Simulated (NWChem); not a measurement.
# A workflow on the pair SiNH2Cl···CH2BN

Aim: the energy (singlet CH4BClN2Si, B97-D/STO-3G), then the energy (singlet SiNH2Cl, B97-D/STO-3G), then a single-point energy (singlet CH2BN, B97-D/STO-3G), then the energy (singlet SiNH2Cl, B97-D/STO-3G), then a single-point energy (singlet CH2BN, B97-D/STO-3G) of CH4BClN2Si and its partners. 

The calculation is run with NWChem 7.3.0.

## 1. The system as given

The species is CH4BClN2Si (10 atoms), meant as a singlet with charge 0. The two molecules were placed rigidly side by side, at 0.85 times their contact distance; the pair isn't optimised.

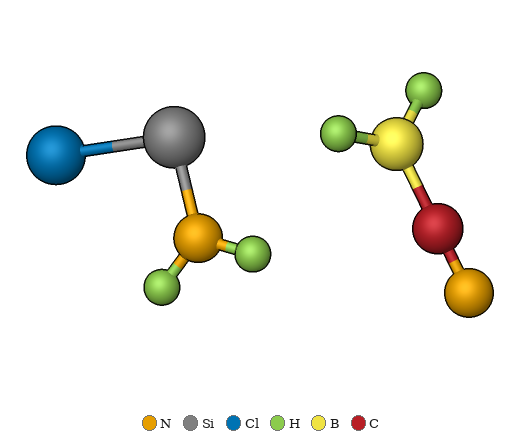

The structure, seen from a chosen angle (nitrogen amber, silicon grey, chlorine blue, hydrogen green, boron yellow, carbon red).

## 2. The energy at B97-D/STO-3G (run 1)

ch4bcln2si.nw

```
start ch4bcln2si
memory stack 880 mb heap 220 mb global 1100 mb

geometry units au noautosym nocenter noautoz
N  -0.29891688  1.13032078 -0.42636001
Si -0.23844564 -0.61805383  2.26933431
Cl  1.20757279 -3.98686859  0.72864060
H  -0.91326684  2.93538718 -0.41407679
H   0.24305657  0.53921445 -2.15753811
B  -4.75139509  4.35425024  3.42312549
C  -5.61314799  5.91828207  1.16938142
N  -6.26635073  7.10450095 -0.53981916
H  -6.29439426  3.58018063  4.86028111
H  -2.55833012  3.94763787  3.68704464
end

basis spherical bse
* library STO-3G
end

dft
xc becke97-d
grid fine
convergence energy 1e-08
iterations 100
mulliken
print low
end

task dft
```

The run is started by

```
$ nwchem ch4bcln2si.nw > ch4bcln2si.out
```

Standard output, cut to the lines that bear on the results:

```text
[...]
 d= 0,ls=0.0,diis     1   -913.7392924413 -1.18D+03  9.97D-02  1.05D+00     1.0
[...]
 d= 0,ls=0.5,diis    54   -913.9250106726 -8.97D-09  4.02D-06  1.67D-08    36.0
         Total DFT energy =     -913.925010679797
      One electron energy =    -1789.708172698086
           Coulomb energy =      684.920164731196
    Exchange-Corr. energy =      -74.010549989865
 Nuclear repulsion energy =      264.882354446085
    Dispersion correction =       -0.008807169128
[...]
      Total Density - Mulliken Population Analysis
     ---------------------------------------------
    Atom       Charge   Shell Charges
 -----------   ------   -------------------------------------------------------
    1 N    7     7.55   1.99  1.55  4.00
    2 Si  14    13.42   2.00  2.00  5.87  1.79  1.76
    3 Cl  17    17.40   2.00  2.00  5.99  1.99  5.42
    4 H    1     0.81   0.81
    5 H    1     0.80   0.80
    6 B    5     4.80   1.99  1.00  1.82
    7 C    6     6.02   1.99  1.15  2.88
    8 N    7     7.16   2.00  1.82  3.34
    9 H    1     1.02   1.02
   10 H    1     1.03   1.03
[...]
```

Run time: 38 s. Hardware: 1 thread of Intel Xeon Platinum 8488C (Sapphire Rapids), shared host; peak memory 0.11 GiB.

## 3. SiNH2Cl: the energy at B97-D/STO-3G (run 2)

mol.nw

```
start mol
title "ClH2NSi energy"
memory stack 880 mb heap 220 mb global 1100 mb

geometry noautosym nocenter noautoz
 N       -0.158180       0.598140      -0.225620
 Si      -0.126180      -0.327060       1.200880
 Cl       0.639020      -2.109760       0.385580
 H       -0.483280       1.553340      -0.219120
 H        0.128620       0.285340      -1.141720
end

basis spherical bse
 * library STO-3G
end

dft
 xc becke97-d
 grid fine
 convergence energy 1e-08
 iterations 100
 mulliken
 print low
end

task dft
```

The run is started by

```
$ nwchem mol.nw > mol.out
```

Standard output, cut to the lines that bear on the results:

```text
[...]
 d= 0,ls=0.0,diis     1   -796.5582205113 -9.28D+02  7.92D-02  2.52D-01     0.4
[...]
 d= 0,ls=0.0,diis     8   -796.6190232473 -1.88D-10  2.70D-06  1.75D-09     2.0
         Total DFT energy =     -796.619023247320
      One electron energy =    -1366.582498814010
           Coulomb energy =      495.532454044741
    Exchange-Corr. energy =      -56.957355911176
 Nuclear repulsion energy =      131.390328316113
    Dispersion correction =       -0.001950882988
[...]
      Total Density - Mulliken Population Analysis
     ---------------------------------------------
    Atom       Charge   Shell Charges
 -----------   ------   -------------------------------------------------------
    1 N    7     7.55   1.99  1.55  4.01
    2 Si  14    13.43   2.00  2.00  5.87  1.81  1.75
    3 Cl  17    17.41   2.00  2.00  5.99  1.99  5.43
    4 H    1     0.81   0.81
    5 H    1     0.80   0.80
[...]
```

Wall time 2.6 s (1 thread of Intel Xeon Platinum 8488C (Sapphire Rapids), shared host); peak memory 0.11 GiB.

## 4. CH2BN: a single-point energy at B97-D/STO-3G (run 3)

ch2bn.nw

```
start ch2bn
memory total 2200 mb

geometry units angstroms noautosym nocenter noautoz
  B    -2.514330    2.304170    1.811440
  C    -2.970350    3.131820    0.618810
  N    -3.316010    3.759540   -0.285660
  H    -3.330850    1.894550    2.571950
  H    -1.353810    2.089000    1.951100
end

basis spherical bse
  * library STO-3G
end

dft
  xc becke97-d
  mult 1
  grid fine
  convergence energy 1e-08
  iterations 100
  mulliken
  print low
end

task dft energy
```

The run is started by

```
$ nwchem ch2bn.nw > ch2bn.out
```

Standard output, cut to the lines that bear on the results:

```text
[...]
 d= 0,ls=0.0,diis     1   -117.1842129042 -1.63D+02  2.16D-01  7.67D-01     0.2
[...]
 d= 0,ls=0.0,diis    11   -117.3032031202 -1.34D-10  2.03D-07  7.47D-12     1.6
         Total DFT energy =     -117.303203120180
      One electron energy =     -249.151015859804
           Coulomb energy =      102.699947925396
    Exchange-Corr. energy =      -17.057214447006
 Nuclear repulsion energy =       46.207215289699
    Dispersion correction =       -0.002136028465
[...]
      Total Density - Mulliken Population Analysis
     ---------------------------------------------
    Atom       Charge   Shell Charges
 -----------   ------   -------------------------------------------------------
    1 B    5     4.79   1.99  1.00  1.80
    2 C    6     6.02   1.99  1.15  2.87
    3 N    7     7.16   2.00  1.82  3.34
    4 H    1     1.02   1.02
    5 H    1     1.02   1.02
[...]
```

Wall time 2.2 s (1 thread of Intel Xeon Platinum 8488C (Sapphire Rapids), shared host); peak memory 0.11 GiB.

## 5. SiNH2Cl among ghost functions: the energy at B97-D/STO-3G (with ghost functions) (run 4)

clh2nsi.nw

```
start clh2nsi
memory total 2200 mb
geometry noautosym nocenter noautoz
   N       -0.158180       0.598140      -0.225620
   Si      -0.126180      -0.327060       1.200880
   Cl       0.639020      -2.109760       0.385580
   H       -0.483280       1.553340      -0.219120
   H        0.128620       0.285340      -1.141720
   bqB     -2.514330     2.304170     1.811440
   bqC     -2.970350     3.131820     0.618810
   bqN     -3.316010     3.759540    -0.285660
   bqH     -3.330850     1.894550     2.571950
   bqH     -1.353810     2.089000     1.951100
end
basis "ao basis" spherical bse
   N library STO-3G
   Si library STO-3G
   Cl library STO-3G
   H library STO-3G
   bqB library B STO-3G
   bqC library C STO-3G
   bqN library N STO-3G
   bqH library H STO-3G
end
dft
   xc becke97-d
   grid fine
   convergence energy 1e-08
   maxiter 100
   mulliken
   print low
end
task dft energy
```

The run is started by

```
$ nwchem clh2nsi.nw > clh2nsi.out
```

Standard output, cut to the lines that bear on the results:

```text
[...]
 d= 0,ls=0.0,diis     1   -796.5593585456 -9.28D+02  4.72D-02  2.53D-01     0.9
[...]
 d= 0,ls=0.0,diis     8   -796.6203547744 -2.57D-10  1.68D-06  1.83D-09     5.0
         Total DFT energy =     -796.620354774361
      One electron energy =    -1366.534537757077
           Coulomb energy =      495.479427572075
    Exchange-Corr. energy =      -56.953622022484
 Nuclear repulsion energy =      131.390328316113
    Dispersion correction =       -0.001950882988
[...]
      Total Density - Mulliken Population Analysis
     ---------------------------------------------
    Atom       Charge   Shell Charges
 -----------   ------   -------------------------------------------------------
    1 N    7     7.55   1.99  1.55  4.01
    2 Si  14    13.43   2.00  2.00  5.87  1.81  1.75
    3 Cl  17    17.41   2.00  2.00  5.99  1.99  5.43
    4 H    1     0.81   0.81
    5 H    1     0.80   0.80
    6 X    0     0.00   0.00  0.00  0.00
    7 X    0     0.00   0.00  0.00  0.00
    8 X    0     0.00   0.00  0.00  0.00
    9 X    0     0.00   0.00
   10 X    0     0.00   0.00
[...]
```

Wall time 5.7 s (1 thread of Intel Xeon Platinum 8488C (Sapphire Rapids), shared host); peak memory 0.12 GiB.

## 6. CH2BN among ghost functions: the energy at B97-D/STO-3G (with ghost functions) (run 5)

ch2bn.nw

```
start ch2bn
memory 2200 mb
geometry noautosym nocenter noautoz
B    -2.514330    2.304170    1.811440
C    -2.970350    3.131820    0.618810
N    -3.316010    3.759540   -0.285660
H    -3.330850    1.894550    2.571950
H    -1.353810    2.089000    1.951100
bqN     -0.158180     0.598140    -0.225620
bqSi    -0.126180    -0.327060     1.200880
bqCl     0.639020    -2.109760     0.385580
bqH     -0.483280     1.553340    -0.219120
bqH      0.128620     0.285340    -1.141720
end
basis spherical bse
B library STO-3G
C library STO-3G
N library STO-3G
H library STO-3G
bqN library N STO-3G
bqSi library Si STO-3G
bqCl library Cl STO-3G
bqH library H STO-3G
end
dft
xc becke97-d
grid fine
convergence energy 1e-08
maxiter 100
mulliken
print low
end
task dft energy
```

The run is started by

```
$ nwchem ch2bn.nw > ch2bn.out
```

Standard output, cut to the lines that bear on the results:

```text
[...]
 d= 0,ls=0.0,diis     1   -117.1843857312 -1.63D+02  8.74D-02  7.69D-01     0.8
[...]
 d= 0,ls=0.0,diis    11   -117.3036492607 -1.35D-10  8.25D-08  7.51D-12     6.5
         Total DFT energy =     -117.303649260718
      One electron energy =     -249.137938505709
           Coulomb energy =      102.684271402797
    Exchange-Corr. energy =      -17.055061419040
 Nuclear repulsion energy =       46.207215289699
    Dispersion correction =       -0.002136028465
[...]
      Total Density - Mulliken Population Analysis
     ---------------------------------------------
    Atom       Charge   Shell Charges
 -----------   ------   -------------------------------------------------------
    1 B    5     4.79   1.99  1.00  1.80
    2 C    6     6.02   1.99  1.15  2.87
    3 N    7     7.16   2.00  1.82  3.34
    4 H    1     1.02   1.02
    5 H    1     1.02   1.02
    6 X    0     0.00   0.00  0.00  0.00
    7 X    0     0.00   0.00  0.00 -0.00  0.00  0.00
    8 X    0     0.00   0.00  0.00 -0.00  0.00  0.00
    9 X    0     0.00   0.00
   10 X    0     0.00   0.00
[...]
```

Wall time 7.2 s (1 thread of Intel Xeon Platinum 8488C (Sapphire Rapids), shared host); peak memory 0.12 GiB.

## 7. Results

| quantity | value |
| --- | --- |
| run 1, B97-D/STO-3G: total energy | -913.92501 Eh |
| run 1, B97-D/STO-3G: dispersion energy | -23.12 kJ/mol |
| SiNH2Cl: total energy | -796.61902 Eh |
| SiNH2Cl: dispersion energy | -5.12 kJ/mol |
| CH2BN: total energy | -117.30320 Eh |
| CH2BN: dispersion energy | -5.61 kJ/mol |
| SiNH2Cl among ghost functions: total energy | -796.62035 Eh |
| SiNH2Cl among ghost functions: dispersion energy | -5.12 kJ/mol |
| CH2BN among ghost functions: total energy | -117.30365 Eh |
| CH2BN among ghost functions: dispersion energy | -5.61 kJ/mol |
| interaction energy of the rigid parts SiNH2Cl and CH2BN (parts in their own basis; closest atoms 2.40 Å apart) | -0.076 eV |
| interaction energy of the rigid parts SiNH2Cl and CH2BN (parts in the whole basis, counterpoise; closest atoms 2.40 Å apart) | -0.027 eV |

In words: The interaction energy of the rigid parts SiNH2Cl and CH2BN (parts in their own basis; closest atoms 2.40 Å apart) is −0.08 eV (−7.3 kJ/mol): the parts attract. Without counterpoise this holds the superposition error of the basis. The interaction energy of the rigid parts SiNH2Cl and CH2BN (parts in the whole basis, counterpoise; closest atoms 2.40 Å apart) is −0.03 eV (−2.6 kJ/mol): the parts attract. The basis-set superposition error is 4.7 kJ/mol. Mulliken charges (run 1, B97-D/STO-3G) run from -0.55 on N1 to +0.58 on Si2; they depend strongly on the basis.
